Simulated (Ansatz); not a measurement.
Start from MgSe in the rock salt structure (space group Fm-3m, No. 225; a = 5.472 Å). Axes: x, y, z lie along the cube axes.

One thing is altered: the cell is stretched by 0.85 % along z with no lateral relaxation; the atoms relax in the strained cell.

Method: r2SCAN (Ansatz, a first-principles code; PAW; 500 eV plane waves; no spin-orbit coupling).

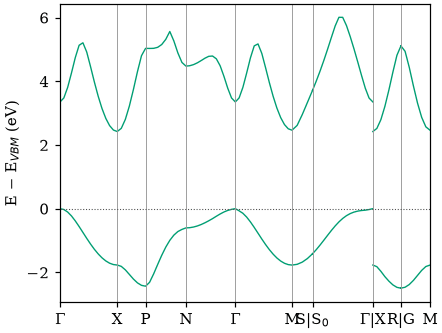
Figure: Highest valence and lowest conduction band along the path of the changed cell's own zone

The gap is 2.42 eV, indirect, Γ → X; the base has 2.48 eV.

Stability against distortions was not tested. Labels are those of the standard path for the cell's own space group.
